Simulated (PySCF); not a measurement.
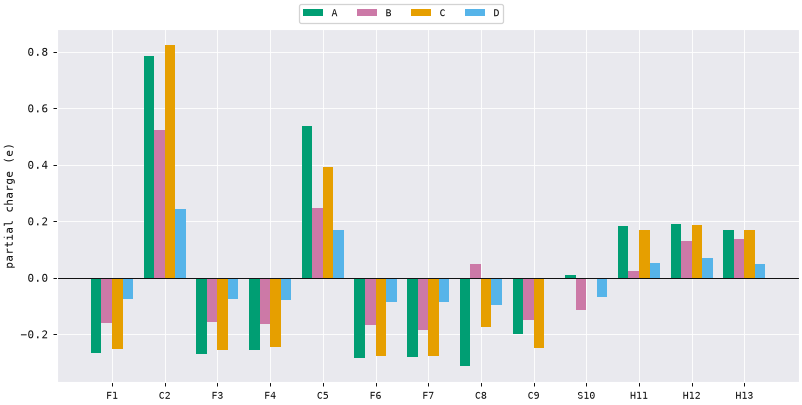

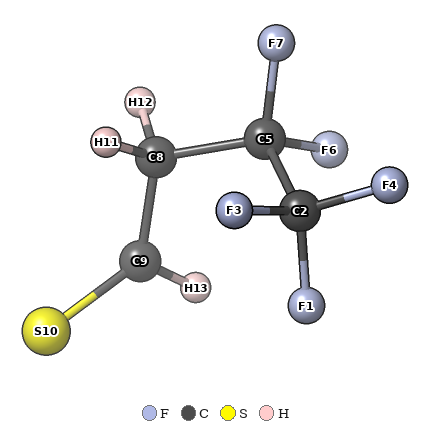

Atomic charges of C₄H₃F₅S, SMILES FC(F)(F)C(F)(F)CC=S by 4 schemes, PBE0/pcSseg-1 in PySCF 2.14.0, at a GFN2-xTB geometry (no frequency check).

> The schemes are ESP fit, Hirshfeld, IAO and Mulliken. Which series is which?

A: IAO (C5 0.54 e); B: ESP fit (C5 0.25 e); C: Mulliken (C5 0.39 e); D: Hirshfeld (C5 0.17 e).

Known limits of this run: the tight-binding geometry is rougher than a DFT one and adds to the error; one conformer of a flexible molecule.
